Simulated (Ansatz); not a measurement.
# HF/cc-pVTZ run of NF3 (nitrogen trifluoride)

Aim: the electronic atomisation energy of NF3 (nitrogen trifluoride) at HF/cc-pVTZ, from 3 runs. 

The results are computed with Ansatz 0.2.0.

22 further runs of the same task are left out: 22 set aside as unsound or not needed.

## 1. Starting point

NF3 has 4 atoms, charge 0, and is taken as a singlet. SMILES: `FN(F)F`. The coordinates come from a PBE0-D4/def2-TZVP relaxation.

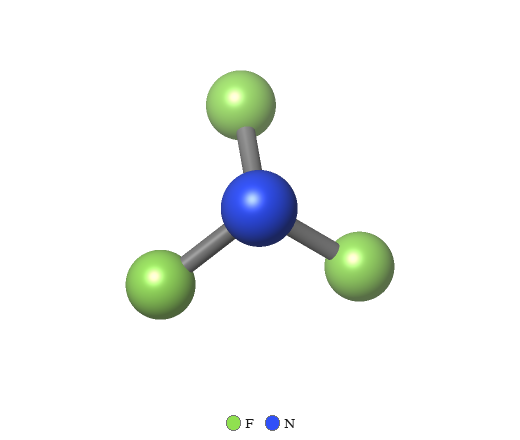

The structure, seen from a chosen angle (fluorine green, nitrogen blue).

## 2. The energy at HF/cc-pVTZ

job.yaml

```yaml
crystal:
  periodic: [false, false, false]
  atoms:
    - {symbol: F, position_ang: [0.614010, 0.000340, 1.066930]}
    - {symbol: "N", position_ang: [0.353420, -0.074150, -0.266250]}
    - {symbol: F, position_ang: [-0.636280, -1.006490, -0.312240]}
    - {symbol: F, position_ang: [-0.331150, 1.080310, -0.488440]}
basis:
  gaussian:
    orbitals: cc-pVTZ
hamiltonian:
  xc: hf
accuracy: high
output: {orbitals: {seedname: orbitals}}
```

Launch:

```sh
ansatz run job.yaml --threads 1 --pin off --max-ram 3480MiB --events-out events.jsonl --progress --plain --runs-dir runs
```

Output:

```text
Warning: RAYON_NUM_THREADS=1 ignored (pool sized by the plan → 1); use --threads N
Functional definition: HF
  name "HF"
  exchange = exact_x
  correlation = 0
2075 factors; integrals over basis functions are off by at most 3.4e-9 eV
mean field evaluation 1: about -9591.9580 eV, gradient 5.1e1 eV
mean field evaluation 2: about -9592.0871 eV, gradient 5.1e1 eV
mean field evaluation 4: about -9596.7483 eV, gradient 4.2e0 eV
mean field evaluation 8: about -9596.8642 eV, gradient 5.6e-1 eV
mean field evaluation 16: about -9596.8663 eV, gradient 1.7e-8 eV
mean field -9596.86626900 eV, -352.6783303960 hartree, gradient 1.6e-8 eV, S^2 0.000000; 0 other end points of the search recorded, 0 dependent functions left out
reference -9596.86626900 eV, -352.6783303960 hartree; 17, 17 occupied and 103, 103 virtual orbitals, 2075 factors
Total energy: -9596.86626900 eV, -352.6783303960 hartree
```

Run time: 2.4 s. Hardware: 1 thread of Intel Xeon 6975P-C (Granite Rapids), shared host; peak memory 0.34 GiB.

## 3. The F atom, same level

input.yaml

```yaml
crystal:
  periodic: [false, false, false]
  atoms:
    - {symbol: F, position_ang: [0.000000, 0.000000, 0.000000]}
basis:
  gaussian:
    orbitals: cc-pVTZ
magnetization:
  spin_polarized: true
  initial_magnetization: 1
hamiltonian:
  xc: hf
accuracy: high
```

Run the same way, it converges to -99.40552 Eh (log not shown).

## 4. The N atom

in.yaml

```yaml
crystal:
  periodic: [false, false, false]
  atoms:
    - {symbol: "N", position_ang: [0.000000, 0.000000, 0.000000]}
basis:
  gaussian: {orbitals: cc-pVTZ}
hamiltonian: {xc: hf}
magnetization: {spin_polarized: true, initial_magnetization: 3}
accuracy: high
```

Run the same way, it converges to -54.40069 Eh (log not shown).

## 5. Results

At HF/cc-pVTZ:

| quantity | value |
| --- | --- |
| molecule: total energy | -352.67833 Eh |
| molecule: HOMO energy | -15.09 eV |
| molecule: LUMO energy | 6.67 eV |
| molecule: HOMO–LUMO gap | 21.75 eV |
| F atom: total energy | -99.40552 Eh |
| F atom: ⟨S²⟩ | 0.753 |
| N atom: total energy | -54.40069 Eh |
| N atom: ⟨S²⟩ | 3.756 |
| electronic atomisation energy | 1.662 eV |

In words: Taking the molecule apart into free atoms costs 1.66 eV (38 kcal/mol), before zero-point energy and without spin-orbit coupling. Hartree–Fock lacks the correlation of the bonding pairs, which as a rule makes this value much too low; in minimal bases other errors can mask that.
